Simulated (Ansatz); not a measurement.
```yaml
atoms:
  - { symbol: B, position_ang: [-0.1017, -1.2385, -0.7388] }
  - { symbol: B, position_ang: [0.4897, 1.2254, 0.3098] }
  - { symbol: Br, position_ang: [-0.9939, 0.6422, -1.0687] }
  - { symbol: Br, position_ang: [1.7037, -0.4753, 0.0355] }
  - { symbol: H, position_ang: [-0.6924, -1.7788, 0.1574] }
  - { symbol: H, position_ang: [0.1079, -1.7744, -1.7931] }
  - { symbol: H, position_ang: [0.0156, 1.1707, 1.4126] }
  - { symbol: H, position_ang: [1.0614, 2.1981, -0.1026] }
```

Geometry: PBE0-D4/def2-SVP.

Computed with isolated molecule in a Gaussian basis; Kohn-Sham density functional theory, functional PBE0 (Ansatz 0.2.0).

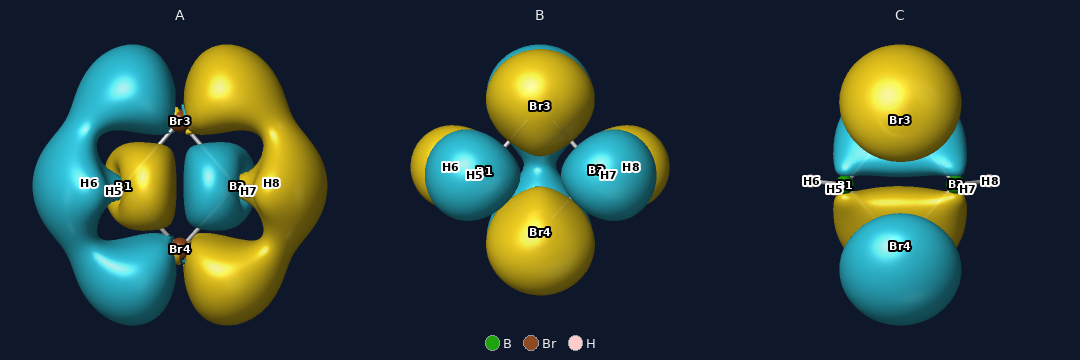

B$_{2}$Br$_{2}$H$_{4}$ (SMILES [BH2-]1[Br+][BH2-][Br+]1). Three frontier orbitals at ±0.05 Å⁻³ᐟ² (yellow and cyan are the two phases), in no order.

Q: Which picture is the HOMO−1, the HOMO and the LUMO?

A: C is the HOMO−1 (−8.98 eV). By Hirshfeld shares it lies mainly on Br4 (about 45 %) and Br3 (about 45 %); largely a combination of lone pairs on Br4 and Br3. B is the HOMO (−8.13 eV). It lies mainly on Br4 (about 30 %), Br3 (about 30 %), B2 (about 10 %), B1 (about 10 %), H5 (about 10 %) and H7 (about 10 %). A is the LUMO (−1.16 eV). By Hirshfeld shares it lies mainly on Br4 (about 25 %), Br3 (about 25 %), B2 (about 20 %) and B1 (about 20 %).

Q: What is the HOMO–LUMO gap?

A: 6.97 eV between the orbital energies.
